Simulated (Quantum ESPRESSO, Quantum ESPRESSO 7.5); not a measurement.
# Ni(111), 5 layers against a metal electrode, stepped through the charge of the slab

Aim: how the results for Ni(111), 5 layers against a metal electrode change with the charge of the slab.

Calculated with Quantum ESPRESSO 7.5; plane-wave DFT, PBE, GBRV ultrasoft pseudopotentials.

## Step 1: Set-up

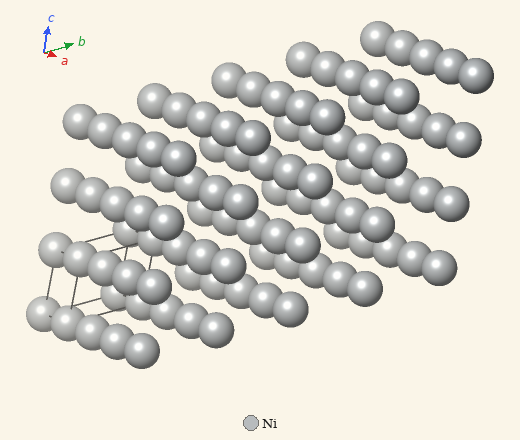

The cell as given, from the side, with the c axis up (nickel light grey). 4×4×3 cells are drawn. Some periodic images of atoms are drawn too.

Set-up: The slab is relaxed neutral, then held. ESM with bc3: vacuum below and a metal electrode about 6 Å above the top atoms. Cold smearing of 0.02 Ry. Charges are set per cell from the starting area. The slabs take the lattice constants of the bulk relaxed by the same program.

Members 2, 3, 4.5, 6, 7 and 8 took the same steps and show in the table alone.

## Step 2: Variable-cell relaxation of the reference

The bulk crystal is relaxed in cell and atoms; the members are built on its lattice constants.

Contents of ref.vc.in:

```
&control
  prefix = 'ref.vc'
  outdir = './out'
  pseudo_dir = './pseudo'
  nstep = 40
  forc_conv_thr = 0.0003
  calculation = 'vc-relax'
/
&system
  ibrav = 0
  nat = 1
  ntyp = 1
  ecutwfc = 50
  ecutrho = 250
  occupations = 'smearing'
  smearing = 'mv'
  degauss = 0.02
  nspin = 2
  starting_magnetization(1) = 0.12
/
&electrons
  conv_thr = 1e-09
  mixing_beta = 0.4
  electron_maxstep = 120
/
&ions
/
&cell
  press_conv_thr = 0.3
/
ATOMIC_SPECIES
  Ni  58.6934  ni_pbe_v1.4.uspp.F.UPF
CELL_PARAMETERS angstrom
  0.00000000000000 1.76000000000000 1.76000000000000
  1.76000000000000 0.00000000000000 1.76000000000000
  1.76000000000000 1.76000000000000 0.00000000000000
ATOMIC_POSITIONS crystal
  Ni  0.000000000000 0.000000000000 0.000000000000
K_POINTS automatic
  20 20 20 0 0 0
```

Run with:

```
$ OMP_NUM_THREADS=1 mpirun -n 4 pw.x -nk 4 -in ref.vc.in > ref.vc.out
```

The log of the run:

```text
Program PWSCF v.7.5 starts
[citation notice left out]

     Parallel version (MPI & OpenMP), running on       4 processor cores
     Number of MPI processes:                 4
     Threads/MPI process:                     1

     MPI processes distributed on     1 nodes
[...]
Current dimensions of program PWSCF are:
     Max number of different atomic species (ntypx) = 10
     Max number of k-points (npk) =  40000
     Max angular momentum in pseudopotentials (lmaxx) =  4
     Message from routine setup:
     using ibrav=0 with symmetry is DISCOURAGED, use correct ibrav instead

     K-points division:     npool     =       4
     Subspace diagonalization in iterative solution of the eigenvalue problem:
     a serial algorithm will be used

     G-vector sticks info
     --------------------
     sticks:   dense  smooth     PW     G-vecs:    dense   smooth      PW
     Sum         379     313    109                 4957     3527     725

     Using Slab Decomposition

     bravais-lattice index     =            0
     lattice parameter (alat)  =       4.7036  a.u.
     unit-cell volume          =      73.5808 (a.u.)^3
     number of atoms/cell      =            1
     number of atomic types    =            1
     number of electrons       =        18.00
     number of Kohn-Sham states=           13
     kinetic-energy cutoff     =      50.0000  Ry
     charge density cutoff     =     250.0000  Ry
     scf convergence threshold =      1.0E-09
     mixing beta               =       0.4000
     number of iterations used =            8  plain     mixing
     energy convergence thresh.=      1.0E-04
     force convergence thresh. =      3.0E-04
     press convergence thresh. =      3.0E-01
     Exchange-correlation=  SLA  PW   PBX  PBC
                           (   1   4   3   4   0   0   0)
     nstep                     =           40

     celldm(1)=   4.703558  celldm(2)=   0.000000  celldm(3)=   0.000000
     celldm(4)=   0.000000  celldm(5)=   0.000000  celldm(6)=   0.000000

     crystal axes: (cart. coord. in units of alat)
               a(1) = (   0.000000   0.707107   0.707107 )
               a(2) = (   0.707107   0.000000   0.707107 )
               a(3) = (   0.707107   0.707107   0.000000 )

     reciprocal axes: (cart. coord. in units 2 pi/alat)
               b(1) = ( -0.707107  0.707107  0.707107 )
               b(2) = (  0.707107 -0.707107  0.707107 )
               b(3) = (  0.707107  0.707107 -0.707107 )

     PseudoPot. # 1 for Ni read from file:
     ./pseudo/ni_pbe_v1.4.uspp.F.UPF
     Pseudo is Ultrasoft + core correction, Zval = 18.0
     Generated by new atomic code, or converted to UPF format
     Using radial grid of  865 points,  6 beta functions with:
                l(1) =   0
                l(2) =   0
                l(3) =   1
                l(4) =   1
                l(5) =   2
                l(6) =   2
     Q(r) pseudized with 10 coefficients,  rinner =    0.980   0.980   0.980
                                                       0.980   0.980

     atomic species   valence    mass     pseudopotential
     Ni               18.00    58.69340     Ni( 1.00)

     Starting magnetic structure
     atomic species   magnetization
     Ni              0.120

     48 Sym. Ops., with inversion, found

   Cartesian axes

     site n.     atom                  positions (alat units)
         1        Ni     tau(   1) = (   0.0000000   0.0000000   0.0000000  )

     number of k points=   256  Marzari-Vanderbilt smearing, width (Ry)=  0.0200

     Number of k-points >= 100: set verbosity='high' to print them.

     Dense  grid:     4957 G-vectors     FFT dimensions: (  24,  24,  24)

     Smooth grid:     3527 G-vectors     FFT dimensions: (  24,  24,  24)

     Estimated max dynamical RAM per process >      22.82 MB

     Estimated total dynamical RAM >      84.01 MB

     Check: negative core charge=   -0.000014
     Generating pointlists ...
     new r_m :   0.4125 (alat units)  1.9402 (a.u.) for type    1

     Initial potential from superposition of free atoms

     starting charge      16.0000, renormalised to      18.0000
     Starting wfcs are   13 randomized atomic wfcs

     total cpu time spent up to now is        0.9 secs

     per-process dynamical memory:    23.5 Mb

     Self-consistent Calculation

     iteration #  1     ecut=    50.00 Ry     beta= 0.40
     Davidson diagonalization with overlap
     ethr =  1.00E-02,  avg # of iterations =  4.4

     total cpu time spent up to now is        2.9 secs

     total energy              =    -333.32582585 Ry
     estimated scf accuracy    <      31.46108836 Ry

     total magnetization       =     0.43 Bohr mag/cell
     absolute magnetization    =     0.48 Bohr mag/cell

     iteration #  2     ecut=    50.00 Ry     beta= 0.40
[...]
total energy              =    -341.72356453 Ry
     estimated scf accuracy    <       9.94413475 Ry

     total magnetization       =    -0.00 Bohr mag/cell
     absolute magnetization    =     0.12 Bohr mag/cell

     iteration #  3     ecut=    50.00 Ry     beta= 0.40
[...]
total energy              =    -343.27477559 Ry
     estimated scf accuracy    <       0.02271515 Ry

     total magnetization       =     0.80 Bohr mag/cell
     absolute magnetization    =     0.90 Bohr mag/cell

     iteration #  4     ecut=    50.00 Ry     beta= 0.40
[...]
total energy              =    -343.27954102 Ry
     estimated scf accuracy    <       0.00335792 Ry

     total magnetization       =     0.72 Bohr mag/cell
     absolute magnetization    =     0.83 Bohr mag/cell

     iteration #  5     ecut=    50.00 Ry     beta= 0.40
[...]
total energy              =    -343.27978921 Ry
     estimated scf accuracy    <       0.00184499 Ry

     total magnetization       =     0.68 Bohr mag/cell
     absolute magnetization    =     0.79 Bohr mag/cell

     iteration #  6     ecut=    50.00 Ry     beta= 0.40
[...]
total energy              =    -343.28020553 Ry
     estimated scf accuracy    <       0.00043505 Ry

     total magnetization       =     0.67 Bohr mag/cell
     absolute magnetization    =     0.78 Bohr mag/cell

     iteration #  7     ecut=    50.00 Ry     beta= 0.40
[...]
internal energy E=F+TS    =    -343.28016481 Ry

     The total energy is F=E-TS. E is the sum of the following terms:
     one-electron contribution =    -191.71469531 Ry
     hartree contribution      =     107.47517029 Ry
     xc contribution           =     -35.56509953 Ry
     ewald contribution        =    -223.47554026 Ry

     total magnetization       =     0.67 Bohr mag/cell
     absolute magnetization    =     0.77 Bohr mag/cell

     convergence has been achieved in   4 iterations

     Forces acting on atoms (cartesian axes, Ry/au):

     atom    1 type  1   force =     0.00000000    0.00000000    0.00000000

     Total force =     0.000000     Total SCF correction =     0.000000

     Computing stress (Cartesian axis) and pressure

          total   stress  (Ry/bohr**3)                   (kbar)     P=       -0.06
  -0.00000037  -0.00000000   0.00000000           -0.06       -0.00        0.00
  -0.00000000  -0.00000037  -0.00000000           -0.00       -0.06       -0.00
   0.00000000  -0.00000000  -0.00000037            0.00       -0.00       -0.06

     Energy error            =      1.2E-06 Ry
     Gradient error          =      0.0E+00 Ry/Bohr
     Cell gradient error     =      5.5E-02 kbar

     bfgs converged in   2 scf cycles and   1 bfgs steps
     (criteria: energy <  1.0E-04 Ry, force <  3.0E-04 Ry/Bohr, cell <  3.0E-01 kbar)

     End of BFGS Geometry Optimization

     Final enthalpy           =    -343.2803086389 Ry

     File ./out/ref.vc.bfgs deleted, as requested
Begin final coordinates
     new unit-cell volume =     73.42837 a.u.^3 (    10.88096 Ang^3 )
     density =      8.95718 g/cm^3

CELL_PARAMETERS (angstrom)
   0.000000000   1.758783680   1.758783680
   1.758783680   0.000000000   1.758783680
   1.758783680   1.758783680   0.000000000

ATOMIC_POSITIONS (crystal)
Ni               0.0000000000        0.0000000000        0.0000000000
End final coordinates

[...]
Final scf calculation at the relaxed structure.
     The G-vectors are recalculated for the final unit cell
     Results may differ from those at the preceding step.

     G-vector sticks info
     --------------------
     sticks:   dense  smooth     PW     G-vecs:    dense   smooth      PW
     Sum         379     301    109                 4909     3479     725

     Using Slab Decomposition

     bravais-lattice index     =            0
     lattice parameter (alat)  =       4.7036  a.u.
     unit-cell volume          =      73.4284 (a.u.)^3
     number of atoms/cell      =            1
     number of atomic types    =            1
     number of electrons       =        18.00
     number of Kohn-Sham states=           13
     kinetic-energy cutoff     =      50.0000  Ry
     charge density cutoff     =     250.0000  Ry
     scf convergence threshold =      1.0E-09
     mixing beta               =       0.4000
     number of iterations used =            8  plain     mixing
     press convergence thresh. =      3.0E-01
     Exchange-correlation=  SLA  PW   PBX  PBC
                           (   1   4   3   4   0   0   0)

     celldm(1)=   4.703558  celldm(2)=   0.000000  celldm(3)=   0.000000
     celldm(4)=   0.000000  celldm(5)=   0.000000  celldm(6)=   0.000000

     crystal axes: (cart. coord. in units of alat)
               a(1) = (   0.000000   0.706618   0.706618 )
               a(2) = (   0.706618   0.000000   0.706618 )
               a(3) = (   0.706618   0.706618   0.000000 )

     reciprocal axes: (cart. coord. in units 2 pi/alat)
               b(1) = ( -0.707596  0.707596  0.707596 )
               b(2) = (  0.707596 -0.707596  0.707596 )
               b(3) = (  0.707596  0.707596 -0.707596 )

     PseudoPot. # 1 for Ni read from file:
     ./pseudo/ni_pbe_v1.4.uspp.F.UPF
     Pseudo is Ultrasoft + core correction, Zval = 18.0
     Generated by new atomic code, or converted to UPF format
     Using radial grid of  865 points,  6 beta functions with:
                l(1) =   0
                l(2) =   0
                l(3) =   1
                l(4) =   1
                l(5) =   2
                l(6) =   2
     Q(r) pseudized with 10 coefficients,  rinner =    0.980   0.980   0.980
                                                       0.980   0.980

     atomic species   valence    mass     pseudopotential
     Ni               18.00    58.69340     Ni( 1.00)

     Starting magnetic structure
     atomic species   magnetization
     Ni              0.043

     48 Sym. Ops., with inversion, found

   Cartesian axes

     site n.     atom                  positions (alat units)
         1        Ni     tau(   1) = (   0.0000000   0.0000000   0.0000000  )

     number of k points=   256  Marzari-Vanderbilt smearing, width (Ry)=  0.0200

     Number of k-points >= 100: set verbosity='high' to print them.

     Dense  grid:     4909 G-vectors     FFT dimensions: (  24,  24,  24)

     Smooth grid:     3479 G-vectors     FFT dimensions: (  24,  24,  24)

     Estimated max dynamical RAM per process >      22.76 MB

     Estimated total dynamical RAM >      83.84 MB

     Check: negative core charge=   -0.000014
     Generating pointlists ...

     Initial potential from superposition of free atoms

     starting charge      16.0000, renormalised to      18.0000
     Starting wfcs are   13 randomized atomic wfcs

     total cpu time spent up to now is       25.7 secs

     per-process dynamical memory:    29.9 Mb

     Self-consistent Calculation

     iteration #  1     ecut=    50.00 Ry     beta= 0.40
     Davidson diagonalization with overlap
     c_bands:  1 eigenvalues not converged
     ethr =  1.00E-06,  avg # of iterations = 11.9

     total cpu time spent up to now is       30.2 secs

     total energy              =    -333.19099450 Ry
     estimated scf accuracy    <      31.59542980 Ry

     total magnetization       =     0.15 Bohr mag/cell
     absolute magnetization    =     0.17 Bohr mag/cell

[...]
iteration # 12     ecut=    50.00 Ry     beta= 0.40
[...]
Magnetic moment per site  (integrated on atomic sphere of radius R)
     atom   1 (R=0.412)  charge= 16.7047  magn=  0.7125

[...]
End of self-consistent calculation

     Number of k-points >= 100: set verbosity='high' to print the bands.

     the Fermi energy is    17.9011 ev

!    total energy              =    -343.28030777 Ry
     estimated scf accuracy    <          1.0E-11 Ry
     smearing contrib. (-TS)   =      -0.00014337 Ry
     internal energy E=F+TS    =    -343.28016441 Ry

     The total energy is F=E-TS. E is the sum of the following terms:
     one-electron contribution =    -191.71493691 Ry
     hartree contribution      =     107.47544444 Ry
     xc contribution           =     -35.56513168 Ry
     ewald contribution        =    -223.47554026 Ry

     total magnetization       =     0.67 Bohr mag/cell
     absolute magnetization    =     0.77 Bohr mag/cell

     convergence has been achieved in  12 iterations

     Forces acting on atoms (cartesian axes, Ry/au):

     atom    1 type  1   force =     0.00000000    0.00000000    0.00000000

     Total force =     0.000000     Total SCF correction =     0.000000

     Computing stress (Cartesian axis) and pressure

          total   stress  (Ry/bohr**3)                   (kbar)     P=        0.85
   0.00000575  -0.00000000   0.00000000            0.85       -0.00        0.00
   0.00000000   0.00000575  -0.00000000            0.00        0.85       -0.00
   0.00000000  -0.00000000   0.00000575            0.00       -0.00        0.85

[...]
=------------------------------------------------------------------------------=
   JOB DONE.
=------------------------------------------------------------------------------=
```

Run time: 46 s. Hardware: 4 MPI ranks of Arm Neoverse V1, shared host; peak memory 0.29 GiB; 3.1 min of CPU time.

Little changed from the start: no atom moved by 0.005 Å and no cell edge by 0.1 %.

 The last row is no step: it is a fresh SCF in the final cell with a new plane-wave basis, +0 meV from the row before.

Numbers from this step:

```
free energy            : -4670.5665 eV
Fermi energy           : 17.90 eV
magnetization          : 0.67 μB
absolute magnetization : 0.77 μB
site moments           : 0.7125 μB
```

[end of part 1 of 5]

[Logs are printed without paths, hosts, clocks, repeated set-up lines and the standing remarks that a program may print on its own settings, such as how far it seeks lower states.]

[Hosts, paths, dates, database ids (printed as entryN), source tags and the programs' standing remarks are cut or masked in the printed files.]

[Maps of the electrostatic potential energy from Ansatz leave out the sawtooth potential of an applied field or a dipole correction, so their vacuum need not be flat; planar profiles and work functions include it.]
